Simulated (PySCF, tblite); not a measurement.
# C5H5FN3−: geometry, infrared bands and NMR shifts

What infrared bands and NMR shifts should C5H5FN3− (`C/N=C/c1c[n-]nc1F`) show?

Computed with tblite 0.8.0 and PySCF 2.14.0, with density-fitted response routines of our own, on a single molecule in the gas phase. Atoms count from 0, in the outputs and in this text.

## (1) The molecule as given

14 atoms, charge -1, multiplicity 1; geometry from: force field or distance geometry start.

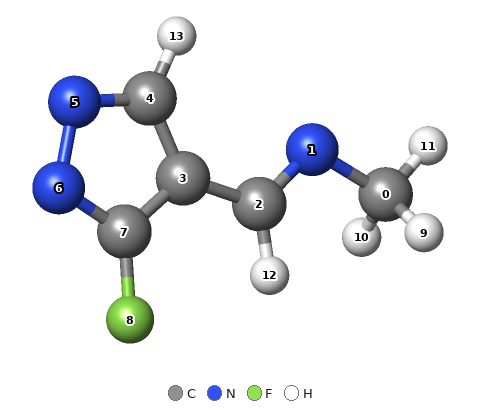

The starting geometry (carbon grey, nitrogen blue, fluorine green, hydrogen white), atoms numbered.

## (2) Geometry optimisation with GFN2-xTB

The job: settings as JSON, then the geometry in Å.

```
{"job": {"kind": "relax", "xc": "GFN2-xTB", "basis": "xTB"}, "charge": -1, "multiplicity": 1}
C      2.625500    -0.424600     0.139800
N      1.407300     0.346800    -0.173600
C      0.334600    -0.304500     0.122600
C     -0.977300     0.205000    -0.081400
C     -1.414400     1.393800    -0.561600
N     -2.763000     1.488600    -0.593700
N     -3.231900     0.320700    -0.098100
C     -2.151000    -0.418300     0.206300
F     -2.233000    -1.662900     0.722100
H      2.677100    -0.657900     1.213000
H      2.657300    -1.349900    -0.443900
H      3.491600     0.173000    -0.119200
H      0.362000    -1.319000     0.555800
H     -0.785500     2.208600    -0.920400
```

The run is started by

```sh
$ OMP_NUM_THREADS=1 python probes_run.py task.json out
```

This one command runs all jobs of the session in turn.

Log:

```text
step      E/eV     max force
  0    -732.95288    3.889
  1    -733.11371    2.279
  2    -733.17483    0.485
  3    -733.18593    0.348
  4    -733.19796    0.295
  5    -733.20488    0.244
  6    -733.21010    0.255
  7    -733.21504    0.212
  8    -733.21873    0.181
  9    -733.22102    0.142
 10    -733.22243    0.103
 11    -733.22367    0.138
 12    -733.22493    0.130
 13    -733.22587    0.077
 14    -733.22637    0.070
 15    -733.22663    0.057
 16    -733.22686    0.044
 17    -733.22712    0.058
 18    -733.22737    0.049
 19    -733.22753    0.029
 20    -733.22763    0.026
 21    -733.22771    0.032
 22    -733.22780    0.038
 23    -733.22788    0.035
 24    -733.22795    0.026
 25    -733.22804    0.032
 26    -733.22814    0.032
 27    -733.22824    0.027
 28    -733.22831    0.021
 29    -733.22837    0.022
 30    -733.22847    0.040
 31    -733.22864    0.053
 32    -733.22883    0.047
 33    -733.22897    0.026
 34    -733.22902    0.017
 35    -733.22904    0.013
 36    -733.22906    0.011
 37    -733.22907    0.005
```

Wall time 0.24 s (1 thread of Intel Xeon at 2.70GHz, shared host).

Step by step: (not every step is listed)

```
step  energy from step 0 (eV)  largest force (eV/Å)
   0                   0.0000                3.8888
   1                  -0.1608                2.2789
   2                  -0.2219                0.4848
   3                  -0.2330                0.3477
   4                  -0.2451                0.2950
   5                  -0.2520                0.2442
   6                  -0.2572                0.2555
   7                  -0.2622                0.2123
   8                  -0.2659                0.1813
  10                  -0.2695                0.1026
  12                  -0.2720                0.1299
  14                  -0.2735                0.0695
  16                  -0.2740                0.0438
  18                  -0.2745                0.0494
  20                  -0.2747                0.0256
  22                  -0.2749                0.0377
  24                  -0.2751                0.0262
  26                  -0.2753                0.0323
  28                  -0.2754                0.0213
  30                  -0.2756                0.0396
  32                  -0.2759                0.0468
  33                  -0.2761                0.0260
  34                  -0.2761                0.0175
  35                  -0.2762                0.0130
  36                  -0.2762                0.0106
  37                  -0.2762                0.0049
```

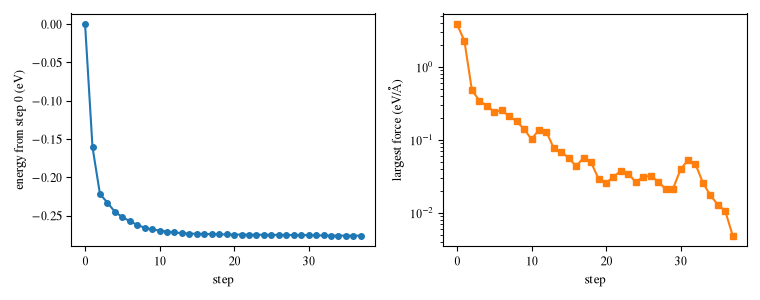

Energy and largest force along the relaxation.

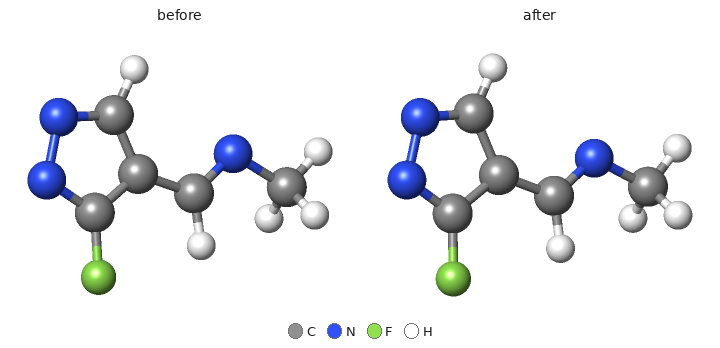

Before and after, at one scale.

Close pairs (by a distance rule), those that changed most:

```
  bond  before (Å)  after (Å)  change (Å)
 C3–C4       1.355      1.414      +0.059
 C3–C7       1.360      1.412      +0.052
 C0–N1       1.476      1.438      -0.038
 N6–C7       1.344      1.310      -0.034
 C4–N5       1.352      1.319      -0.034
C4–H13       1.090      1.075      -0.015
 C7–F8       1.350      1.363      +0.013
 N1–C2       1.289      1.279      -0.011
```

The next job starts from the end point, and lists it.

## (3) Infrared spectrum with GFN2-xTB

The job: settings as JSON, then the geometry in Å.

```
{"job": {"kind": "ir", "xc": "GFN2-xTB", "basis": "xTB"}, "charge": -1, "multiplicity": 1}
C      2.653800    -0.409997     0.134706
N      1.416230     0.270109    -0.135119
C      0.327737    -0.342546     0.138660
C     -0.963920     0.192509    -0.070009
C     -1.413594     1.429936    -0.585389
N     -2.730753     1.491756    -0.594872
N     -3.230529     0.331954    -0.100236
C     -2.204488    -0.423293     0.204884
F     -2.369585    -1.669243     0.731614
H      2.765617    -0.664959     1.198366
H      2.747715    -1.344171    -0.437315
H      3.476590     0.250454    -0.148937
H      0.339123    -1.363393     0.569785
H     -0.814620     2.250409    -0.938261
```

Log:

```text
mode    cm-1     km/mol
  1    -166.4      0.48
  2     108.9      1.21
  3     112.2      6.06
  4     149.3     15.23
  5     270.7      0.02
  6     291.3      0.33
  7     353.5      7.92
  8     377.2      6.24
  9     521.7      2.71
 10     624.7     22.56
 11     639.3     15.77
 12     642.0      0.66
 13     817.5      0.01
 14     825.7     20.11
 15     904.1      1.36
 16     927.1     12.25
 17    1038.1     28.02
 18    1081.8      0.66
 19    1087.4     30.06
 20    1129.7      9.13
 21    1145.9     52.11
 22    1182.9      2.30
 23    1350.8    154.97
 24    1390.0     44.40
 25    1395.6     83.76
 26    1429.1     24.95
 27    1472.3     71.66
 28    1490.8      2.66
 29    1502.7      0.08
 30    1542.8    394.56
 31    1656.2    478.68
 32    2733.9    189.04
 33    2852.6    103.09
 34    2871.7    175.30
 35    2966.4    100.88
 36    3112.3     89.47
```

Wall time 0.45 s (1 thread of Intel Xeon at 2.70GHz, shared host).

Which atoms move in the most intense modes:

```
cm⁻¹  km/mol                      atoms
1351   155.0          H12 44 %, C7 23 %
1543   394.6  C3 46 %, C7 21 %, C4 13 %
1656   478.7           C2 58 %, N1 32 %
2734   189.0                   H12 94 %
2853   103.1          H9 48 %, H10 44 %
2872   175.3          H10 49 %, H9 44 %
2966   100.9                   H11 92 %
3112    89.5                   H13 92 %
```

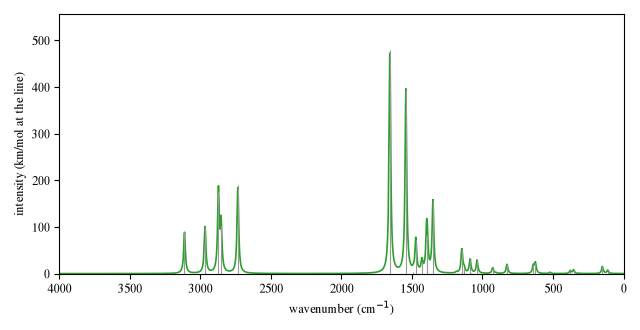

The infrared spectrum from these modes, unscaled. Lines are broadened to a width of 14 cm⁻¹ (Lorentzian).

## (4) NMR shieldings: PBE0/pcSseg-1

Settings changed since step 3:

```diff
@@ -1,2 +1,2 @@
-{"job": {"kind": "ir", "xc": "GFN2-xTB", "basis": "xTB"}, "charge": -1, "multiplicity": 1}
+{"job": {"kind": "nmr", "xc": "PBE0", "basis": "pcSseg-1"}, "charge": -1, "multiplicity": 1}
 C      2.653800    -0.409997     0.134706
```

With the program's defaults for keys left out, this is: GIAO PBE0/pcSseg-1 NMR shielding, non-relativistic, gas phase.

Log:

```text
coarse grid: 12808 points
cycle   1  E = -456.9372189219  dE =  1.557e+00  |g| = 6.187e-01  |ddm| = 3.856e+00
cycle   2  E = -456.8632874497  dE =  7.393e-02  |g| = 8.890e-01  |ddm| = 1.971e+00
cycle   3  E = -457.0178410740  dE = -1.546e-01  |g| = 1.804e-01  |ddm| = 1.135e+00
cycle   4  E = -457.0246262134  dE = -6.785e-03  |g| = 6.507e-02  |ddm| = 2.291e-01
cycle   5  E = -457.0254648485  dE = -8.386e-04  |g| = 1.716e-02  |ddm| = 8.131e-02
cycle   6  E = -457.0255261846  dE = -6.134e-05  |g| = 5.021e-03  |ddm| = 1.986e-02
cycle   7  E = -457.0255314035  dE = -5.219e-06  |g| = 1.437e-03  |ddm| = 6.033e-03
final grid: 127480 points
cycle   8  E = -457.0802225870  dE = -3.737e-05  |g| = 7.398e-03  |ddm| = 3.713e-02
cycle   9  E = -457.0802133143  dE =  9.273e-06  |g| = 1.032e-02  |ddm| = 1.769e-02
cycle  10  E = -457.0802345302  dE = -2.122e-05  |g| = 1.920e-03  |ddm| = 1.040e-02
cycle  11  E = -457.0802353337  dE = -8.036e-07  |g| = 5.016e-04  |ddm| = 2.476e-03
cycle  12  E = -457.0802353850  dE = -5.122e-08  |g| = 1.580e-04  |ddm| = 6.875e-04
cycle  13  E = -457.0802353889  dE = -3.934e-09  |g| = 4.272e-05  |ddm| = 1.646e-04
cycle  14  E = -457.0802353892  dE = -3.278e-10  |g| = 1.689e-05  |ddm| = 5.599e-05
converged SCF energy = -457.0802353892

GIAO shielding tensors (ppm)
atom      isotropic    diamagn.    paramagn.     s11        s22        s33       span
  0 C      142.283     245.066    -102.783    112.416    129.481    184.952     72.536
  1 N       -8.504     326.038    -334.543   -294.023      7.979    260.531    554.554
  2 C       25.635     253.627    -227.992    -76.147     39.735    113.316    189.463
  3 C       82.943     255.152    -172.209     26.089     70.751    151.988    125.899
  4 C       47.682     245.816    -198.135    -52.257     71.013    124.290    176.547
  5 N      -85.824     333.758    -419.582   -339.420   -107.590    189.539    528.959
  6 N      -60.982     333.804    -394.787   -268.915    -69.279    155.246    424.161
  7 C        9.932     244.051    -234.119    -70.998     44.333     56.460    127.458
  8 F      329.920     476.300    -146.380    226.760    359.814    403.185    176.425
  9 H       28.617      29.056      -0.440     25.239     27.298     33.313      8.074
 10 H       28.611      29.048      -0.437     25.217     27.290     33.325      8.107
 11 H       28.225      28.766      -0.540     24.450     27.828     32.397      7.947
 12 H       23.702      32.269      -8.567     21.667     21.853     27.586      5.919
 13 H       24.059      31.856      -7.798     21.775     23.680     26.721      4.945
```

Wall time 44 s (1 thread of Intel Xeon at 2.70GHz, shared host); peak memory 0.79 GiB.

The references, computed at this level on geometries of the same kind, shield at (ppm): 1H TMS 31.72, 13C TMS 186.9, 19F CFCl3 170.9, 15N NH3 267.7. Their shielding less the atom's gives the shift. The references are single molecules in the gas phase, so shifts against H2O, NH3, PH3, H3PO4 or CFCl3 are not on the usual liquid scales and can be off by tens of ppm. Atoms listed in one row are averaged.

```
       atoms                                         environment  σ (ppm)  δ (ppm)
          C7                    aromatic carbon bearing fluorine      9.9    177.0
          C2                                          C=N carbon     25.6    161.3
          C4                 aromatic CH next to a ring nitrogen     47.7    139.2
          C3                         substituted aromatic carbon     82.9    104.0
          C0                           methyl carbon bonded to N    142.3     44.6
         H12                            hydrogen on a C=N carbon    23.70     8.01
         H13  hydrogen on an aromatic CH next to a ring nitrogen    24.06     7.66
H9, H10, H11             hydrogen on a methyl carbon bonded to N    28.48     3.23
          N5                  pyridine-type nitrogen of an azole    -85.8    353.6
          N6                  pyridine-type nitrogen of an azole    -61.0    328.7
          N1                                      imine nitrogen     -8.5    276.2
          F8                                       aryl fluorine    329.9   -159.0
```

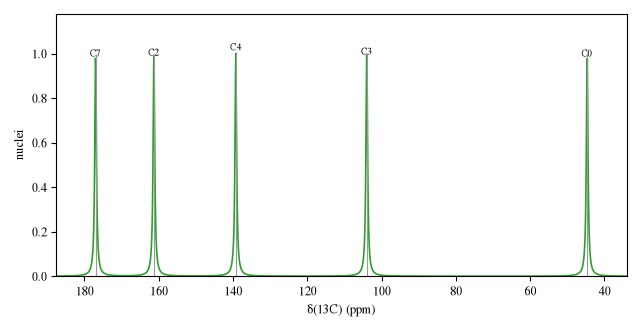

13C lines at the computed shifts, without couplings. Lines are broadened to a width of 0.53 ppm (Lorentzian).

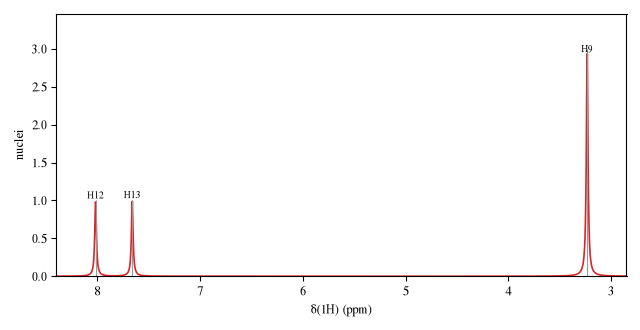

1H lines at the computed shifts, without couplings. Lines are broadened to a width of 0.02 ppm (Lorentzian).

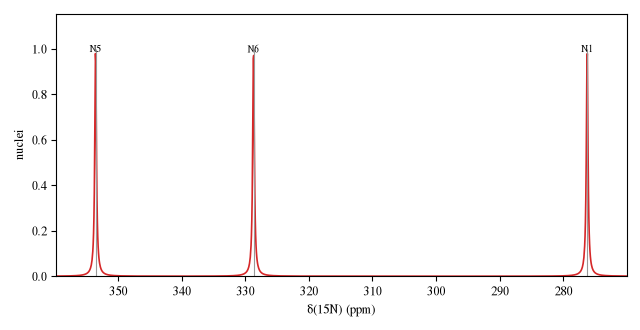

15N lines at the computed shifts, without couplings. Lines are broadened to a width of 0.31 ppm (Lorentzian).

The run also stored atomic charges by several schemes (e):

```
atoms  Mulliken    IAO  Hirshfeld  ESP fit
   C0     -0.11  -0.30      -0.10    -0.01
   N1     -0.47  -0.38      -0.22    -0.54
   C2      0.18   0.03       0.00     0.43
   C3     -0.50  -0.21      -0.12    -0.65
   C4      0.15  -0.10      -0.08     0.31
   N5     -0.32  -0.28      -0.23    -0.46
   N6     -0.34  -0.32      -0.26    -0.51
   C7      0.46   0.31       0.05     0.69
   F8     -0.32  -0.31      -0.14    -0.33
```

Mulliken charges:

C0 -0.11; N1 -0.47; C2 0.18; C3 -0.50; C4 0.15; N5 -0.32; N6 -0.34; C7 0.46; F8 -0.32; H9 0.07; H10 0.07; H11 0.09; H12 0.02; H13 0.03

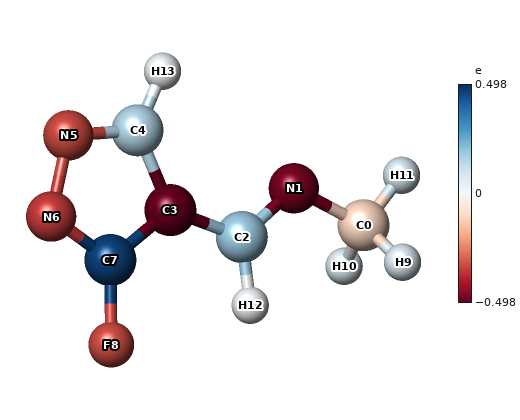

Mulliken charges, as colours on the atoms.

Mayer bond orders: C0–N1 1.01, N1–C2 1.82, C2–C3 1.15, C3–C4 1.25, C4–N5 1.60, N5–N6 1.18, N6–C7 1.62, C7–F8 0.93, C7–C3 1.29.

Ring of atoms C3, C4, N5, N6, C7: NICS(0) -10.1, NICS(1) -10.2, NICS(1)zz -24.4 ppm (means of both faces).

Orbitals, density, ELF and potential are computed afterwards from the orbital file.

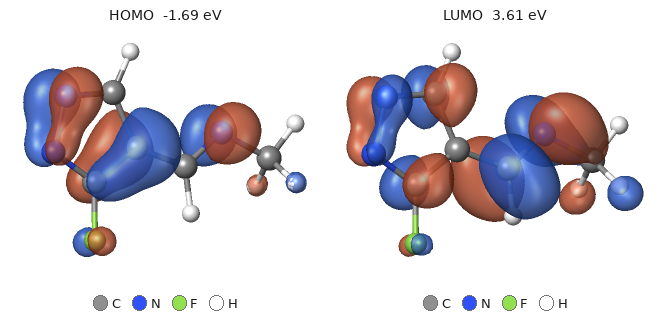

PBE0/pcSseg-1 orbitals near the gap, drawn at the value that encloses 70 % of each; the two colours are the two signs.

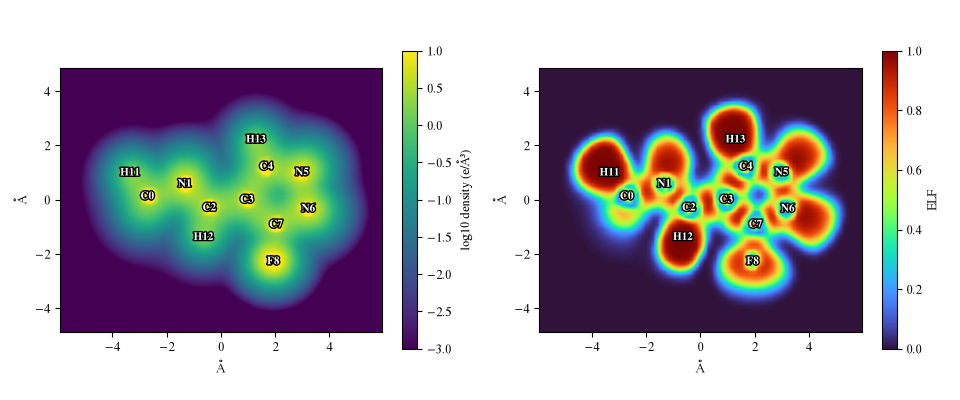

Density (left) and ELF (right) in a plane through or near 12 of the atoms.

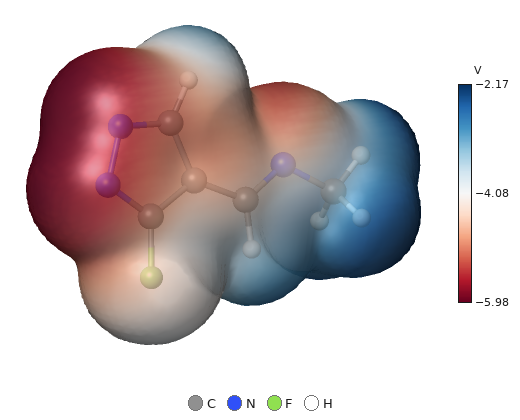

Electrostatic potential on the surface of density 0.002 e/bohr³; red is low, blue high. It runs, from the 1st to the 99th percentile, from -5.98 V near N5 to -2.17 V near H11.

## (5) Outcome

```
                                                              quantity                                 value
                             strongest single infrared mode (GFN2-xTB)                 1656 cm⁻¹, 479 km/mol
                                          zero-point energy (GFN2-xTB)                         60.0 kcal/mol
                                13C shifts against TMS (PBE0/pcSseg-1)  177.0, 161.3, 139.2, 104.0, 44.6 ppm
1H shifts against TMS (PBE0/pcSseg-1, means over atoms taken as alike)                  8.01, 7.66, 3.23 ppm
                                15N shifts against NH3 (PBE0/pcSseg-1)               353.6, 328.7, 276.2 ppm
                              19F shifts against CFCl3 (PBE0/pcSseg-1)                            -159.0 ppm
```

Relaxing lowered the energy by 0.276 eV in 37 steps; the close pair that moved most is C3–C4, from 1.355 to 1.414 Å. The lowest mode is imaginary (166i cm⁻¹), so the xTB geometry is not a minimum. The strongest single mode, at 1656 cm⁻¹, moves mainly C2 and N1. GFN2-xTB is a fitted tight-binding method: band positions and strengths are rough. Its intensities can rank the bands wrongly. NICS(1)zz of -24 ppm above the planar ring from C3 marks a diatropic (aromatic) ring current.
